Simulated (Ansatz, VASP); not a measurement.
**Cross-check of SbAs between VASP and Ansatz**

One calculation is typed for both programs; each brings its own data sets. How far apart do they land? The cell is taken from a series of VASP runs on this material, whose earlier steps may have relaxed, scaled or displaced it; both programs get it as it stands. Other levels of theory on this material are compared in a session of their own. Valence electrons are named where the data sets of a main pair hold unlike numbers.

Main program and level: Ansatz 0.2.0; plane waves, with VASP 6.6.1 beside it; band structure at LDA.

## 1. Starting point

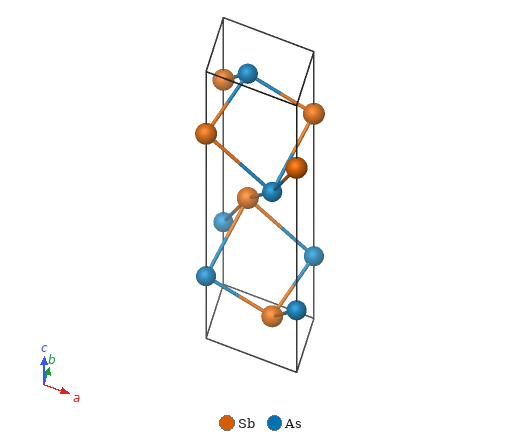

The starting structure, seen from a free direction (antimony orange, arsenic blue). This picture shows the conventional cell, with its axes. Some periodic images of atoms are drawn too.

As a file:

```cif
data_structure
_symmetry_space_group_name_H-M 'P 1'
_symmetry_Int_Tables_number 1
_cell_length_a 4.2115
_cell_length_b 4.2115
_cell_length_c 4.2115
_cell_angle_alpha 57.182
_cell_angle_beta 57.182
_cell_angle_gamma 57.182
_cell_volume 49.39
loop_
_atom_site_label
_atom_site_type_symbol
_atom_site_fract_x
_atom_site_fract_y
_atom_site_fract_z
_atom_site_occupancy
Sb1 Sb 0.23302 0.23302 0.23302 1
As2 As 0.76698 0.76698 0.76698 1
```

## 2. VASP: band structure, LDA

A single point gives forces, pressure and levels at one fixed geometry, so differences don't come from the geometry; what else differs is listed under the comparison.

Lines of VASP's logs that name or quote its potential files are left out, and so is its time.

INCAR

```
SYSTEM = SbAs
PREC = Accurate
ENCUT = 400
EDIFF = 1E-06
NELM = 100
ISMEAR = 0
SIGMA = 0.05
LREAL = .FALSE.
ALGO = Normal
GGA = CA
NBANDS = 17
LORBIT = 11
LWAVE = .FALSE.
LCHARG = .FALSE.
KPAR = 2
```

POSCAR

```
SbAs
1.0
    2.0154537534      1.1636227671      3.5101076447
   -2.0154537534      1.1636227671      3.5101076447
    0.0000000000     -2.3272455341      3.5101076447
Sb As
1 1
Direct
    0.2330207327      0.2330207327      0.2330207327
    0.7669772673      0.7669772673      0.7669772673
```

KPOINTS

```
Automatic mesh
0
Gamma
6 6 6
0 0 0
```

KPOINTS_OPT

```
Line mode
16
Line-mode
Reciprocal
  0.00000000   0.00000000   0.00000000 GAMMA
  0.50000000   0.00000000   0.00000000 L

  0.50000000   0.00000000   0.00000000 L
  0.50000000   0.23993095  -0.23993095 B1

  0.76006905   0.50000000   0.23993095 B
  0.50000000   0.50000000   0.50000000 Z

  0.50000000   0.50000000   0.50000000 Z
  0.00000000   0.00000000   0.00000000 GAMMA

  0.00000000   0.00000000   0.00000000 GAMMA
  0.36996547   0.00000000  -0.36996547 X

  0.63003453   0.36996547   0.00000000 Q
  0.50000000   0.50000000   0.00000000 F

  0.50000000   0.50000000   0.00000000 F
  0.63003453   0.63003453   0.23993095 P1

  0.63003453   0.63003453   0.23993095 P1
  0.50000000   0.50000000   0.50000000 Z

  0.50000000   0.00000000   0.00000000 L
  0.76006905   0.36996547   0.36996547 P
```

Potentials, in the order of the species: Sb and As (LDA family, release 64).

Started as:

```bash
$ mpirun -np 2 vasp_std
```

Numbers of over 12 decimals in the logs are rounded to 6 here.

Log:

```text
[banner, memory and clock lines left out]
running    2 mpi-ranks, on    1 nodes
 distrk:  each k-point on    1 cores,    2 groups
 distr:  one band on    1 cores,    1 groups

 POSCAR found type information on POSCAR SbAs
 POSCAR found :  2 types and       2 ions
 LDA part: xc-table for (Slater(with rela. corr.)+CA(PZ))
 , standard interpolation
 POSCAR, INCAR and KPOINTS ok, starting setup
 FFT: planning ... GRIDC
 FFT: planning ... GRID_SOFT
 FFT: planning ... GRID
 WAVECAR not read
 entering main loop
       N       E                     dE             d eps       ncg     rms          rms(c)
DAV:   1     0.242385827405E+02    0.24239E+02   -0.31490E+03  1088   0.388E+02
DAV:   2    -0.884826485215E+01   -0.33087E+02   -0.31627E+02  1459   0.816E+01
DAV:   3    -0.103365488260E+02   -0.14883E+01   -0.14826E+01  1313   0.174E+01
DAV:   4    -0.103461284369E+02   -0.95796E-02   -0.95785E-02  1371   0.173E+00
DAV:   5    -0.103462176408E+02   -0.89204E-04   -0.89201E-04  1332   0.165E-01    0.346E+00
DAV:   6    -0.102703639264E+02    0.75854E-01   -0.20995E-01  1199   0.112E+00    0.208E+00
DAV:   7    -0.102612702270E+02    0.90937E-02   -0.27565E-02  1397   0.575E-01    0.735E-01
DAV:   8    -0.102592832636E+02    0.19870E-02   -0.29947E-03  1206   0.197E-01    0.667E-02
DAV:   9    -0.102592532193E+02    0.30044E-04   -0.44574E-04  1183   0.800E-02    0.411E-02
DAV:  10    -0.102592535821E+02   -0.36277E-06   -0.19703E-05  1424   0.201E-02    0.202E-02
DAV:  11    -0.102592533106E+02    0.27150E-06   -0.88708E-06  1255   0.817E-03
   1 F= -.10259253E+02 E0= -.10258862E+02  d E =-.783597E-03
 Start KPOINTS_OPT (optional k-point list driver)
k-point batch [1-32\144]
       N       E                     dE             ncg
DAV:   1     0.156766413154E+04   -0.55097E+04     1088
DAV:   2     0.464506453060E+03   -0.11032E+04     1451
DAV:   3     0.413106046951E+03   -0.51400E+02     1283
DAV:   4     0.412790217898E+03   -0.31583E+00     1428
DAV:   5     0.412787525123E+03   -0.26928E-02     1337
DAV:   6     0.412787489077E+03   -0.36047E-04     1464
DAV:   7     0.412787488553E+03   -0.52395E-06     1088
[...]
k-point batch [129-144\144]
       N       E                     dE             ncg
DAV:   1     0.504299389843E+04   -0.40794E+04      544
DAV:   2     0.452286353684E+04   -0.52013E+03      750
DAV:   3     0.450151476454E+04   -0.21349E+02      645
DAV:   4     0.450137923483E+04   -0.13553E+00      680
DAV:   5     0.450137794039E+04   -0.12944E-02      659
DAV:   6     0.450137792123E+04   -0.19163E-04      711
DAV:   7     0.450137792092E+04   -0.30774E-06      507
```

OUTCAR, selected parts (step 2):

```text
ion  position               nearest neighbor table
   1  0.233  0.233  0.233-   2 2.71   2 2.71   2 2.71   2 3.14   2 3.14   2 3.14
   2  0.767  0.767  0.767-   1 2.71   1 2.71   1 2.71   1 3.14   1 3.14   1 3.14

  LATTYP: Found a trigonal (rhomboedric) cell.
 ALAT       =     4.2115231750
 COS(alpha) =     0.5419664603

 Subroutine GETGRP returns: Found  6 space group operations
 (whereof  6 operations were pure point group operations)

The static configuration has the point symmetry C_3v.

 Found     32 irreducible k-points:

   k-points           NKPTS =     32   k-points in BZ     NKDIM =     32   number of bands    NBANDS=     17

   dimension x,y,z NGX =    28 NGY =   28 NGZ =   28
   dimension x,y,z NGXF=    56 NGYF=   56 NGZF=   56

   ENCUT  =  400.0 eV  29.40 Ry    5.42 a.u.   6.87  6.87  6.87*2*pi/ulx,y,z

   NELECT =      10.0000    total number of electrons

 k-points in reciprocal lattice and weights: Automatic mesh
   0.00000000  0.00000000  0.00000000       0.005
   0.16666667  0.00000000  0.00000000       0.028
   0.33333333  0.00000000 -0.00000000       0.028
   0.50000000 -0.00000000  0.00000000       0.014
   0.16666667  0.16666667  0.00000000       0.028
   0.33333333  0.16666667  0.00000000       0.056
   0.50000000  0.16666667  0.00000000       0.056
  -0.33333333  0.16666667  0.00000000       0.056
  -0.16666667  0.16666667  0.00000000       0.028
[...]
-0.33333333  0.50000000  0.33333333       0.028
   0.50000000  0.50000000  0.50000000       0.005

 average (electrostatic) potential at core
       1 -87.1431       2 -51.4951

 E-fermi :   6.9523

 k-point     1 :       0.0000    0.0000    0.0000
  band No.  band energies     occupation
      1      -7.1219      2.00000
      2       1.7471      2.00000
      3       4.6972      2.00000
      4       4.9468      2.00000
      5       4.9468      2.00000
      6       9.2630      0.00000
      7      10.0318      0.00000
      8      10.0318      0.00000
      9      12.5986      0.00000
     10      12.5986      0.00000
    ...

 k-point     2 :       0.1667    0.0000    0.0000
  band No.  band energies     occupation
      1      -6.7863      2.00000
      2       0.4653      2.00000
      3       4.7201      2.00000
      4       4.8663      2.00000
      5       5.4223      2.00000
      6       8.9484      0.00000
      7       9.2322      0.00000
      8       9.2887      0.00000
      9      11.9560      0.00000
     10      12.5856      0.00000
    ...

 k-point     3 :       0.3333    0.0000   -0.0000
  band No.  band energies     occupation
      1      -5.8170      2.00000
      2      -1.7562      2.00000
      3       4.7677      2.00000
      4       4.7709      2.00000
      5       5.9763      2.00000
      6       7.6978      0.00000
      7       7.9426      0.00000
      8       8.0850      0.00000
      9      13.1567      0.00000
     10      14.0844      0.00000
    ...

  Total        0.0023622      0.0023622     -0.0038024      0.0000000     -0.0000000      0.0000000
  in kB        0.0766266      0.0766266     -0.1233406      0.0000000     -0.0000000      0.0000000
  external PRESSURE =       0.0099709 kB  Pullay stress =       0.0000000 kB

  energy-cutoff  :      400.00
  volume of cell :       49.39
      direct lattice vectors                 reciprocal lattice vectors
     2.015453753  1.163622767  3.510107645     0.248083093  0.143230840  0.094963849
    -2.015453753  1.163622767  3.510107645    -0.248083093  0.143230840  0.094963849
     0.000000000 -2.327245534  3.510107645     0.000000000 -0.286461681  0.094963849

 POSITION                                       TOTAL-FORCE (eV/Angst)
 -----------------------------------------------------------------------------------
      0.00000      0.00000      2.45378         0.000000      0.000000      0.003414
      0.00000      0.00000      8.07652         0.000000     -0.000000     -0.003414
 -----------------------------------------------------------------------------------
    total drift:                                0.000000     -0.000000      0.000163

  FREE ENERGIE OF THE ION-ELECTRON SYSTEM (eV)
  ---------------------------------------------------
  free  energy   TOTEN  =       -10.2592533106 eV

  energy  without entropy=      -10.2584697138  energy(sigma->0) =      -10.25886151

 total charge
# of ion       s       p       d       tot
------------------------------------------
    1        1.234   1.123   0.051   2.408
    2        1.303   1.398   0.039   2.740
--------------------------------------------------
tot          2.537   2.521   0.090   5.148

[... 3 further parts left out ...]
```

The run ends at a pressure of 0.00 GPa, with forces up to 0.0034 eV/Å.

## 3. Ansatz: band structure, LDA

Ansatz runs on its default PAW (the set named soft_2) files.

The same cell, functional (in two slightly different forms), mesh and smearing now go to Ansatz, which takes its cutoff from its data sets.

input.yaml

```yaml
crystal:
  lattice:
    - [2.0154537534, 1.1636227671, 3.5101076447]
    - [-2.0154537534, 1.1636227671, 3.5101076447]
    - [0.0, -2.3272455341, 3.5101076447]
  atoms:
    - { symbol: Sb, position: [0.2330207327, 0.2330207327, 0.2330207327] }
    - { symbol: As, position: [0.7669772673, 0.7669772673, 0.7669772673] }
hamiltonian:
  xc: lda
  pseudopotentials: { kind: paw }
kpoints:
  mp_grid: { grid: [6, 6, 6] }
  band_path:
    path:
      - [0.0, 0.0, 0.0]
      - [0.13333, 0.0, 0.0]
      - [0.3, 0.0, 0.0]
      - [0.46667, 0.0, 0.0]
      - [0.5, 0.04799, -0.04799]
      - [0.5, 0.12796, -0.12796]
      - [0.5, 0.20794, -0.20794]
      - [0.72539, 0.5, 0.27461]
      - [0.6387, 0.5, 0.3613]
      - [0.55201, 0.5, 0.44799]
      - [0.46667, 0.46667, 0.46667]
      - [0.3, 0.3, 0.3]
      - [0.13333, 0.13333, 0.13333]
      - [0.0, 0.0, 0.0]
      - [0.12332, 0.0, -0.12332]
      - [0.22198, 0.0, -0.22198]
      - [0.3453, 0.0, -0.3453]
      - [0.60403, 0.39597, 0.0]
      - [0.56068, 0.43932, 0.0]
      - [0.51734, 0.48266, 0.0]
      - [0.51734, 0.51734, 0.03199]
      - [0.56068, 0.56068, 0.11197]
      - [0.60403, 0.60403, 0.19194]
      - [0.62137, 0.62137, 0.25727]
      - [0.57802, 0.57802, 0.34396]
      - [0.53468, 0.53468, 0.43065]
      - [0.5, 0.0, 0.0]
      - [0.58669, 0.12332, 0.12332]
      - [0.67338, 0.24664, 0.24664]
      - [0.76007, 0.36997, 0.36997]
    npoints: 1
scf:
  occupations: { method: gaussian, width: 0.05 }
  n_extra_bands: 7
output:
  forces: true
  stress: true
  eigenvalues: true
```

Started as:

```bash
$ ansatz run input.yaml --threads 2 --pin off --max-ram 4608MiB --backend cpu --events-out ev --progress --plain --runs-dir out
```

Log:

```text
scf.n_extra_bands = 7 over 15 filled bands (N_el = 30.0): the run solves 22 bands
Engine: ansatz 0.2.0, aarch64-unknown-linux-gnu
Pseudopotentials: kind: paw
Pseudopotential: Sb, paw, valence charge 15, recommended cutoff 420 eV (normal), Sb.paw.azcp
Pseudopotential: As, paw, valence charge 15, recommended cutoff 420 eV (normal), As.paw.azcp
Functional definition: SPW92
  exchange = slater_x
  correlation = pw_c
Crystal: 2 atoms, lattice volume = 49.392 Å³
Basis set: ecut = 420 eV, 965 PW (Γ)
Bands: 22, of which v1, the nominal top of the filled ones, is band 15 counted from 1 (14 counted from 0)
Symmetry: 6 space group operations
Space group: R3m (ITA 160), of the structure as read, at distance tolerance 3.7e-5 Å
k-points: 32 of 216 (time reversal used)
Non-local potential: Sb, projectors of the file, l = 0: 2, l = 1: 2, l = 2: 2, l = 3: 2
Non-local potential: As, projectors of the file, l = 0: 2, l = 1: 2, l = 2: 3, l = 3: 1
PAW form: soft (Blöchl's): semilocal exchange-correlation on the pseudo side does not see the compensation charge
PAW frozen core: Sb, regenerated for the run's functional, and the local potential with it (the file was generated under x = pbe(κ = 0.804, μ = 0.219515), c = pbe(β = 0.066725))
PAW frozen core: As, regenerated for the run's functional, and the local potential with it (the file was generated under x = pbe(κ = 0.804, μ = 0.219515), c = pbe(β = 0.066725))
PAW one-centre angular grid: Sb, 590 points (default); XC on 64 Gauss nodes
PAW one-centre angular grid: As, 590 points (default); XC on 64 Gauss nodes
Initial density: superposition of atomic densities (neutral atoms: chi_scale 0, normalization atom), corrected by the library's trained network
Initial wavefunctions: pseudopotential atomic-orbital guess
Functional: x = slater, c = lda
SCF iter   1: F=—  HF=-11109.547169 eV  |F-HF|=—  |Δ(HF+E_count)|=         —  Δρ=5.83e-3  dr2=1.01e-2  ethr=1.77e-3  ⟨swp⟩=6.5  Hψ=3587  notcnv=0  defer=1
preconditioner: auto → none  [insulator: Δε(μ)=0.265 eV  Ē_g=12.118 eV  σ=0.050 eV  W_gap=0.50  n_scr=14 (ndim 8)  ℏωp=16.7 eV  f_vac=0.002  D(μ)=0.63/eV (n_scr^D=0)  ε∞_Penn≈2.9]
SCF iter   2: F=—  HF=-11109.542631 eV  |F-HF|=—  |Δ(HF+E_count)|=   4.54e-3  Δρ=2.91e-3  dr2=2.82e-3  ethr=3.37e-5  ⟨swp⟩=1.9  Hψ=1027  notcnv=0  defer=13
SCF iter   3: F=—  HF=-11109.541792 eV  |F-HF|=—  |Δ(HF+E_count)|=   8.39e-4  Δρ=6.32e-4  dr2=1.85e-4  ethr=9.41e-6  ⟨swp⟩=2.3  Hψ=945  notcnv=0  defer=13
SCF iter   4: F=—  HF=-11109.541704 eV  |F-HF|=—  |Δ(HF+E_count)|=   8.75e-5  Δρ=1.61e-4  dr2=1.36e-5  ethr=6.15e-7  ⟨swp⟩=2.0  Hψ=955  notcnv=0  defer=13
SCF iter   5: F=—  HF=-11109.541701 eV  |F-HF|=—  |Δ(HF+E_count)|=   3.00e-6  Δρ=6.93e-5  dr2=1.46e-6  ethr=4.53e-8  ⟨swp⟩=2.0  Hψ=947  notcnv=0  defer=13
SCF iter   6: F=-11109.541700 eV  HF=-11109.541700 eV  |F-HF|=6.64e-8  |Δ(HF+E_count)|=   8.44e-7  Δρ=1.62e-5  dr2=9.79e-8  ethr=3.33e-10  ⟨swp⟩=7.4  Hψ=3470  notcnv=0
SCF 1 converged in 6 iterations: F = -11109.541700 eV  dr2 = 9.79e-8
  greatest PAW one-centre occupation: 0.999 electrons in one spin orbital (limit 2), on the As atom at site 1 (counted from 0), in its partial waves of l = 2
NSCF: frozen V_eff on 30 k-points
SCF converged after 6 iterations
Free energy (F): -11109.541700 eV
Harris-Foulkes:  -11109.541700 eV  (|F-HF|=6.64e-8)
Internal energy: -11109.540917 eV  (E = F + TS)
E sigma→0 (E₀):  -11109.541308 eV
Entropy (-TS):   -0.000784 eV (-0.392 meV/atom)
Fermi energy:    10.716014 eV
--- Per-component energies (eV) ---
  E_band       = -393.500625
  E_kinetic    = 312.312300
  E_local      = -3219.289084  (includes V_loc(G=0)·N_el)
  E_nonlocal   = -299.266427
  E_hartree    = 1628.696075
  E_xc         = -217.600325
  E_vxc        = -177.829850  (∫ρ·V_xc dr)
  E_paw        = -6179.369193  (= ΣΔE_a)
  E_vpaw       = -266.829381  (= ΣTr[D̂ρ^β])
  E_aug_tail   = 0.000007  (compensation charges beyond the density's cutoff)
  E_ewald      = -3137.658324
  E_core_change = 2.634054  (= ΣΔE_core)
  E_smearing   = -0.000784  (= −TS)
  E_closure    = -0.000000  (closes the sum)
  Σ components = -11109.541700   (vs F -11109.541700, Δ=0.00e0)
--- Forces (eV/Å), atoms counted from 1 ---
  atom   1  Sb     0.00000000    -0.00000000    -0.05911391
  atom   2  As     0.00000000     0.00000000     0.05913444
  max |Σ_I F_I| component: 2.05e-5 eV/Å
--- Stress (GPa, compression-positive) ---
       -0.344181       0.000000       0.000000
       -0.000000      -0.344181       0.000000
        0.000000       0.000000      -0.261485
  P = ⅓ Tr σ = -0.3166 GPa (-3.166 kbar)
--- Band table (eV; the first three rows and the last of 32) ---
  k-point 0: bands = [... 11 lower, 5.4472, 8.4781, 8.7336, 8.7336, 13.0691, 13.8178, 13.8178, 16.4885, ... 3 higher]
  k-point 1: bands = [... 11 lower, 4.1917, 8.5030, 8.6547, 9.1871, 12.7372, 13.0068, 13.0686, 15.8138, ... 3 higher]
  k-point 2: bands = [... 11 lower, 1.9907, 8.5524, 8.5595, 9.7382, 11.4674, 11.7168, 11.8603, 17.0135, ... 3 higher]
  k-point 31: bands = [... 11 lower, 0.9506, 9.1838, 9.1838, 10.0471, 10.9853, 10.9853, 12.0146, 18.4210, ... 3 higher]
```

It took 5 s on 2 threads of Arm Neoverse N1, shared host; peak memory 0.34 GiB.

## 4. Comparison

Known differences besides the potentials themselves: the two LDA forms differ slightly; the data sets hold 30 valence electrons in Ansatz (on its default PAW (the set named soft_2) files) and 10 in VASP; the cutoff is 420 eV in Ansatz and 400 eV in VASP; VASP's log shows a relativistic correction to its local exchange, Ansatz's none. Total energies have different zeros and are not compared.

Compared:

```tsv
quantity	Ansatz	VASP	difference
pressure (GPa)	-0.32	0.00	-0.32
```

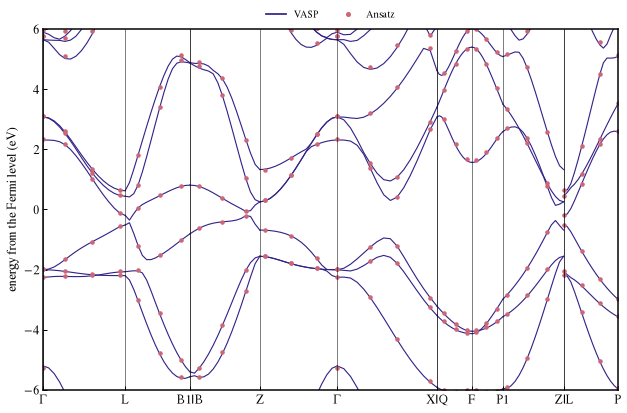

Bands from VASP (lines) and levels from Ansatz (dots). Dots without a line are higher empty bands that the VASP plot leaves out.

At this near-relaxed geometry the largest component of a force difference is 63 meV/Å. Levels from 3 eV below to 2 eV above the Fermi level differ by 18 meV r.m.s. and 50 meV at most; each VASP level is matched to the nearest of Ansatz, which flatters the figure a little.

## 5. What the set-up changes

Further runs change the set-up of one program: Ansatz's method, potentials or start, or VASP's data sets, cutoff or form of LDA. The table gives Ansatz less VASP for each quantity, since a change that brings one quantity closer may part another.

```tsv
run	r.m.s. force difference (meV/Å)	pressure (GPa)
as above	36	-0.32
cores kept as stored	35	-0.29
Ansatz's larger PAW set (cutoff 580 eV)	36	-0.30
norm-conserving potentials (cutoff 1143 eV)	29	-0.28
```

## 6. Results

```yaml
r_m_s_force_difference_band_structure_lda: 36 meV/Å
```

In words: The r.m.s. force difference is 36 meV/Å (band structure, LDA), beyond the 12 meV/Å picked in this series as the mark of a large difference. The data sets hold unlike numbers of valence electrons (30 in Ansatz and 10 in VASP), so part of the differences comes from the potentials. For band structure, LDA, no further run moves any of the tabulated differences by more than a quarter of its size. 12 further runs of this series are not shown here. How closely two codes agree says nothing of how well the functional describes the real material.

[Lines on the potential files, build, host, timing and source positions are cut from VASP's logs without a mark.]

[Logs are printed without paths, hosts, clocks, repeated set-up lines and the standing remarks that a program may print on its own settings, such as how far it seeks lower states.]

[Hosts, paths, dates, database ids (printed as entryN), source tags and the programs' standing remarks are cut or masked in the printed files.]
